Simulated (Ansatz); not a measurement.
# GaAsH2 (singlet): from Hartree-Fock to the top rungs, cc-pVTZ

How much of the correlation energy of GaAsH2 (singlet) does each wave-function method recover here?

Computed with Ansatz 0.2.0, Gaussian basis. Level: cc-pVTZ, core rule «outside noble gas», up to 28 orbitals frozen.

The runs, in order: UHF; CCSD(T) on RHF; BCCD(T) on RHF; CCSDT(Q) on RHF; CASSCF and MRCISD+Q, 10 electrons in 10 orbitals; CASSCF and NEVPT2, 10 electrons in 10 orbitals.

7 further runs of the same task are left out: 4 for a known fault of the program, 3 set aside as unsound or not needed. Runs told in other sessions of the task aren't counted.

## Step 1: The geometry

The geometry is a PBE0/def2-TZVP stationary point (not a proven minimum). No spin-orbit coupling is included. The filled d shell of Ga, As may be among the frozen orbitals whatever the setting's name suggests.

4 atoms, charge 0, spin multiplicity 1.

Atoms are counted from 1 here; the program's logs count them from 0.

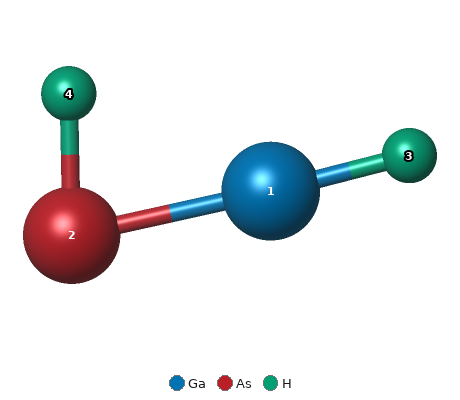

The geometry (gallium blue, arsenic red, hydrogen teal); atoms are numbered from 1 in the order of the file.

## Step 2: UHF

Contents of in.yaml:

```yaml
crystal:
  periodic: [false, false, false]
  atoms:
    - {symbol: Ga, position_ang: [0.000000, -0.003661, 1.136466]}
    - {symbol: As, position_ang: [0.000000, 0.024500, -1.083153]}
    - {symbol: H, position_ang: [0.000000, -0.074329, 2.693107]}
    - {symbol: H, position_ang: [0.000000, -1.493518, -0.794465]}
basis:
  gaussian: {orbitals: cc-pVTZ}
magnetization: {spin_polarized: true, initial_magnetization: 0}
hamiltonian: {xc: hf}
output: {orbitals: {seedname: orbitals}}
```

Started as:

```sh
$ ansatz run in.yaml --threads 1 --pin off --events-out ev --progress --plain --max-ram 4096MiB --backend cpu
```

The runs that follow: CCSD(T) on RHF; BCCD(T) on RHF; CCSDT(Q) on RHF; CASSCF and MRCISD+Q, 10 electrons in 10 orbitals; CASSCF and NEVPT2, 10 electrons in 10 orbitals.

**Question.** What will the summary of the whole plan be? Wanted: RCCSDT(Q) from the RHF energy; RMP2 from RCCSDT(Q); RCCSD from RCCSDT(Q); RCCSD(T) from RCCSDT(Q); NEVPT2 valence from RCCSDT(Q); MRCISD+Q valence from RCCSDT(Q); T1 diagnostic; effectively unpaired electrons.

As calculated:

| quantity | value |
| --- | --- |
| RCCSDT(Q) from the RHF energy | -6.6814 eV |
| RMP2 from RCCSDT(Q) | +1081.2 meV |
| RCCSD from RCCSDT(Q) | +368.8 meV |
| RCCSD(T) from RCCSDT(Q) | +51.9 meV |
| NEVPT2 valence from RCCSDT(Q) | +972.0 meV |
| MRCISD+Q valence from RCCSDT(Q) | +17.6 meV |
| levels within 1 kcal/mol (43 meV) | RCCSDT, MRCISD+Q valence |
| T1 diagnostic | 0.019 |
| effectively unpaired electrons | 0.06 |

RCCSD(T) misses by +51.9 meV, 0.8 % of the correlation energy. One determinant dominates. Of the multireference levels listed MRCISD+Q valence comes nearest in total energy (+17.6 meV), which doesn't show that its space is the better one. These misses are within one basis, not against nature.
